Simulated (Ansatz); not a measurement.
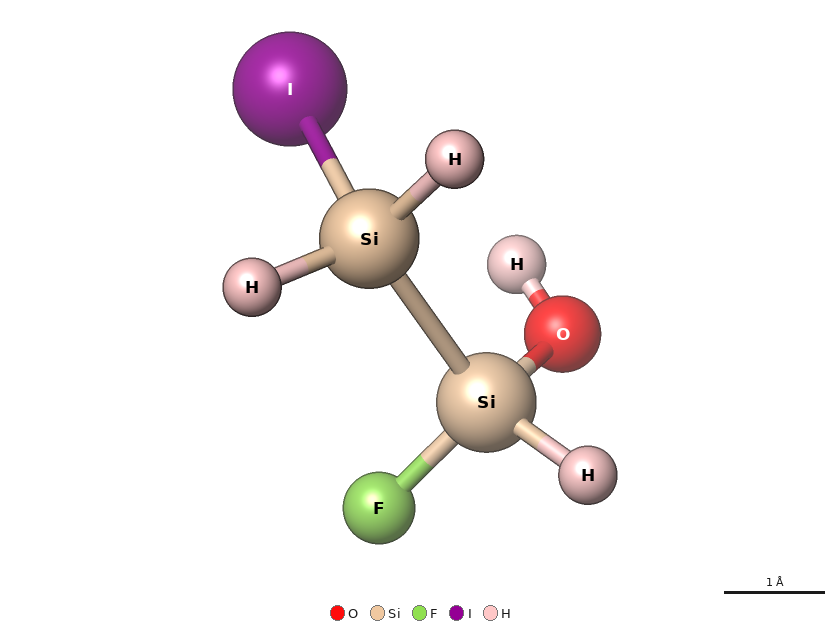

Depth is shown by fading: the farther an atom, the more it takes the colour of the background. The geometry was computed by an optimisation with PBE0-D4/def2-TZVP. No frequency run is at hand to confirm it as a minimum. Masses are those of the most abundant isotopes; constants are for the rigid equilibrium geometry.

**What kind of rotor is it, and what are its rotational constants in MHz?**

An asymmetric top (C1): A = 3168, B = 734, C = 685 MHz. Ray's parameter κ is −0.96, close to the prolate limit.
